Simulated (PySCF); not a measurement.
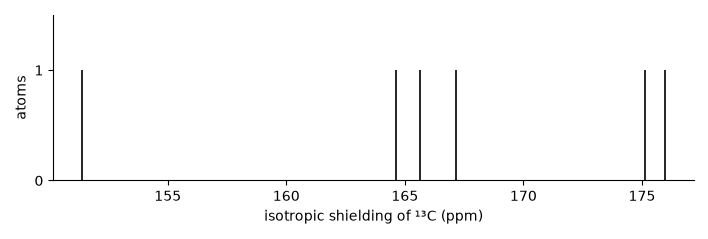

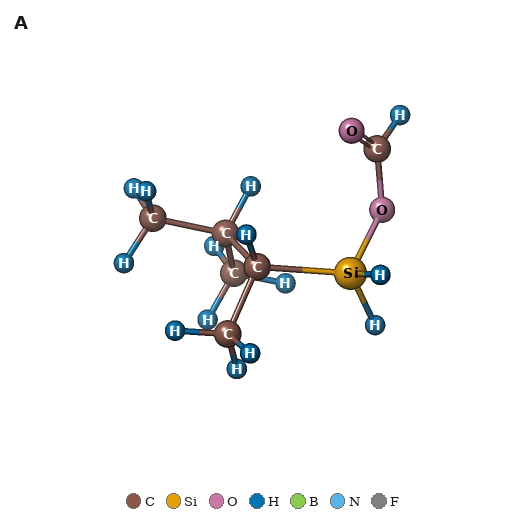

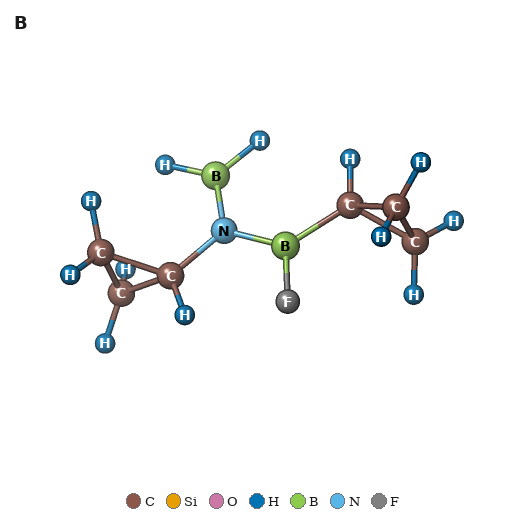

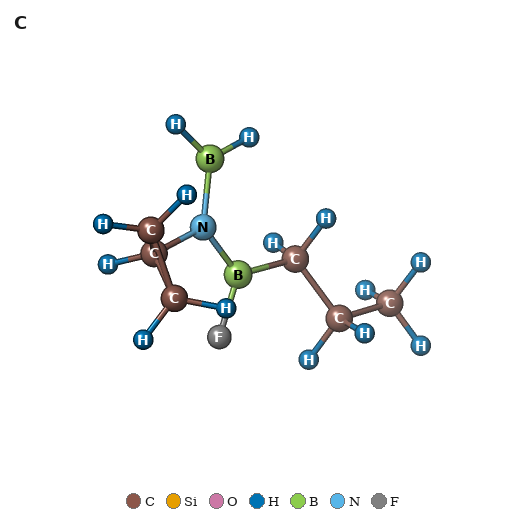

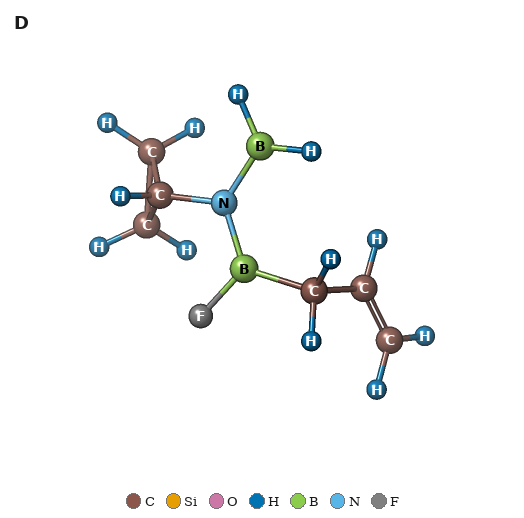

The sticks are computed shieldings of one of the molecules, for one fixed geometry (GFN2-xTB) without averaging over rotations. Low shielding means a high chemical shift. Method: GIAO PBE0/pcSseg-1 NMR shielding, non-relativistic, gas phase (PySCF 2.14.0).

Match the spectrum to a structure.

Answer. C, `BN(B(F)CCC)C1CC1`. Its 6 C atoms give lines at 151.4, 164.6, 165.6, 167.1, 175.1, 176.0 ppm.

The geometry is semi-empirical. Around B, Si such bond lengths and angles can be off by a tenth of an ångström or more and by several degrees, and values that hang on the shape move with them.
